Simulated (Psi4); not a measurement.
**[HO2]− (hydroperoxide(1-)) at MP2/def2-TZVPPD**

Aim: the vertical ionisation energy of [HO2]− (hydroperoxide(1-)) at MP2/def2-TZVPPD, from 2 runs. 

The calculation is run with Psi4 1.11.

2 further runs of the same task are left out: 2 set aside as unsound or not needed.

## (1) The system as given

The species is [HO2]− (3 atoms), meant as a singlet with charge -1. SMILES: `[O-]O`. The shape is that of a PBE0-D4/def2-TZVPD optimisation.

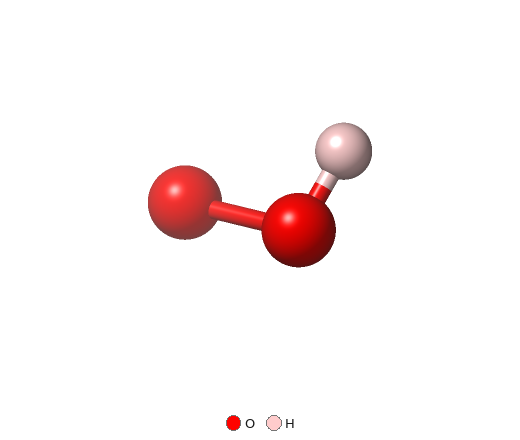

Viewed from a chosen angle; oxygen red, hydrogen pink.

## (2) The energy at MP2/def2-TZVPPD

Input file ho2.xyz:

```xyz
3
HO2
O     -0.357760     1.025590    -0.080830
O     -0.242260    -0.445880    -0.180750
H      0.600030    -0.579720     0.261570
```

Input file run.py:

```python
import numpy as np
from ase.calculators.psi4 import Psi4
from ase.io import read

a = read('ho2.xyz')
calc = Psi4(atoms=a, method='mp2', basis='def2-TZVPPD', memory='2200MB', num_threads=1, charge=-1, multiplicity=1, label='calc')
calc.psi4.set_options({'puream': True, 'e_convergence': 1e-09, 'd_convergence': 1e-08, 'scf_type': 'pk', 'num_frozen_docc': 2, 'mp2_type': 'conv'})
a.calc = calc

print(f'energy: {a.get_potential_energy():.6f} eV')
```

Command:

```
$ python run.py
```

calc.dat, cut to the lines that bear on the results:

```text
[...]
  Running in c1 symmetry.
[...]
  Nuclear repulsion =   29.527067200135448
[...]
  Multiplicity = 1
[...]
  Nalpha       = 9
  Nbeta        = 9
[...]
    Number of basis functions: 97
[...]
   @RHF iter   1:  -150.11165218557741   -9.91834e-01   4.98754e-03 DIIS/ADIIS
[...]
   @RHF iter  13:  -150.22495463264016   -8.38440e-12   5.88973e-09 DIIS
[...]
    Orbital Energies [Eh]
    ---------------------
    Doubly Occupied:
       1A    -20.317863     2A    -20.250108     3A     -1.110847
       4A     -0.820197     5A     -0.393362     6A     -0.290472
       7A     -0.258978     8A     -0.136492     9A     -0.109500
[...]
  @RHF Final Energy:  -150.22495463264016
   => Energetics <=
    Nuclear Repulsion Energy =             29.5270672001354484
    One-Electron Energy =                -272.1284038934155660
    Two-Electron Energy =                  92.3763820606399975
    Total Energy =                       -150.2249546326401344
[...]
 Multipole Moments:
 ------------------------------------------------------------------------------------
     Multipole            Electronic (a.u.)      Nuclear  (a.u.)        Total (a.u.)
 ------------------------------------------------------------------------------------
 L = 1.  Multiply by 2.5417464519 to convert [e a0] to [Debye]
 Dipole X            :         -0.2401965            0.8177255            0.5775290
 Dipole Y            :          0.0812782           -0.7900467           -0.7087685
 Dipole Z            :         -0.1213728            0.3564761            0.2351033
 Magnitude           :                                                    0.9440160
[...]
	SCS-MP2 Total Energy (a.u.)        :  -150.72215576898958
	SOS-MP2 Total Energy (a.u.)        :  -150.67896369687685
	SCSN-MP2 Total Energy (a.u.)       :  -150.45300877339531
[...]
	SOS-PI-MP2 Total Energy (a.u.)     :  -150.75463187424964
[...]
	MP2 Total Energy (a.u.)            :  -150.73287173584225
[...]
```

The script printed:

```text
energy: -4101.650359 eV
```

Wall time 13 s (1 thread of Intel Xeon at 2.50GHz (Skylake/Cascade Lake), shared host); peak memory 0.56 GiB.

## (3) Doublet neutral HO2 at the same level

Input file ho2.in:

```
memory 2200 mb

molecule molecule1 {
  0 2
  O     -0.357760     1.025590    -0.080830
  O     -0.242260    -0.445880    -0.180750
  H      0.600030    -0.579720     0.261570
  symmetry c1
  no_reorient
  no_com
}

set globals {
  reference uhf
  puream true
  e_convergence 1e-09
  d_convergence 1e-08
  scf_type pk
  num_frozen_docc 2
  mp2_type conv
  maxiter 100
}

E = energy('mp2/def2-TZVPPD')
```

Command:

```
$ psi4 -n 1 ho2.in ho2.out
```

ho2.out, cut to the lines that bear on the results:

```text
[...]
  Running in c1 symmetry.
[...]
  Nuclear repulsion =   29.527067200135448
[...]
  Multiplicity = 2
[...]
  Nalpha       = 9
  Nbeta        = 8
[...]
    Number of basis functions: 97
[...]
   @UHF iter   1:  -150.15815185523482   -1.03833e+00   2.93175e-03 ADIIS/DIIS
[...]
   @UHF iter  21:  -150.22910082497867   -1.06297e-11   5.81900e-09 DIIS
[...]
   @S^2 Observed:                8.559102751E-01
[...]
  @UHF Final Energy:  -150.22910082497867
   => Energetics <=
    Nuclear Repulsion Energy =             29.5270672001354484
    One-Electron Energy =                -265.8752745460273559
    Two-Electron Energy =                  86.1191065209132773
    Total Energy =                       -150.2291008249786444
  UHF NO Occupations:
  HONO-2 :    7  A 1.9984488
  HONO-1 :    8  A 1.9493383
[...]
 Multipole Moments:
 ------------------------------------------------------------------------------------
     Multipole            Electronic (a.u.)      Nuclear  (a.u.)        Total (a.u.)
 ------------------------------------------------------------------------------------
 L = 1.  Multiply by 2.5417464519 to convert [e a0] to [Debye]
 Dipole X            :          8.5522918           -7.9370954            0.6151964
 Dipole Y            :         -7.8877754            7.6684330           -0.2193423
 Dipole Z            :          3.7698492           -3.4602208            0.3096284
 Magnitude           :                                                    0.7228053
[...]
	SCS-MP2 Total Energy (a.u.)        :  -150.65673344299245
	SOS-MP2 Total Energy (a.u.)        :  -150.62031276189612
	SCSN-MP2 Total Energy (a.u.)       :  -150.42140202116738
[...]
	SOS-PI-MP2 Total Energy (a.u.)     :  -150.68551475138236
[...]
	MP2 Total Energy (a.u.)            :  -150.66437281569893
[...]
```

It took 17 s on 1 thread of Intel Xeon at 2.50GHz (Skylake/Cascade Lake), shared host; peak memory 0.55 GiB.

## (4) Outcome

Level: MP2/def2-TZVPPD, 2 core orbitals frozen.

| quantity | value |
| --- | --- |
| singlet [HO2]−: total energy | -150.73287 Eh |
| singlet [HO2]−: HOMO energy (Hartree–Fock orbitals) | -2.98 eV |
| singlet [HO2]−: LUMO energy (Hartree–Fock orbitals) | 6.27 eV |
| singlet [HO2]−: HOMO–LUMO gap (to an unbound level, set by the basis) | 9.25 eV |
| singlet [HO2]−: correlation energy (2 core orbitals frozen) | -507.9 mEh |
| doublet neutral HO2: total energy | -150.66437 Eh |
| doublet neutral HO2: HOMO energy (Hartree–Fock orbitals) (highest over α and β) | -13.93 eV |
| doublet neutral HO2: LUMO energy (Hartree–Fock orbitals) (lowest over α and β) | 1.87 eV |
| doublet neutral HO2: correlation energy (2 core orbitals frozen) | -435.3 mEh |
| doublet neutral HO2: ⟨S²⟩ of the reference determinant | 0.856 |
| vertical detachment energy (to the doublet neutral) | 1.864 eV |

In words: The vertical ionisation energy comes to 1.86 eV (43 kcal/mol). ⟨S²⟩ (doublet neutral HO2) is 0.86 where a pure doublet has 0.75: the reference is spin-contaminated.
